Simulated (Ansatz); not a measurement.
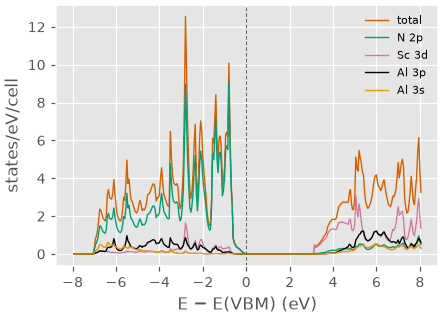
Figure. Total and projected density of states of ScAl$_{3}$N$_{4}$ in space group P-6m2 (No. 187; Pearson symbol hP8), the program Ansatz at the r²SCAN level (PAW)

Task: Which orbitals carry the states next to the gap?

Result: Top 1 eV of the valence band: N 2p 90 %. Bottom 1 eV of the conduction band: Sc 3d 77 %, N 2p 9 %, outside the projected shells 7 %. Projections are on Löwdin-orthogonalised atomic valence shells; empty p or d shells of many metals are not among them.

Task: Where is the tallest occupied peak in this window, and what makes it?

Result: Near -2.8 eV, about 13 states/eV per cell; the largest projected share is N 2p.

The start of the workflow was typed in or built on a structure type; neither database checked (COD, Materials Project) lists it. Its standing as an ambient phase is unchecked. Symmetry was held in the r²SCAN relaxation; whether a distortion lowers the energy is not shown. No spin polarisation was allowed.

Potentials: the earlier of the program's two PAW sets.
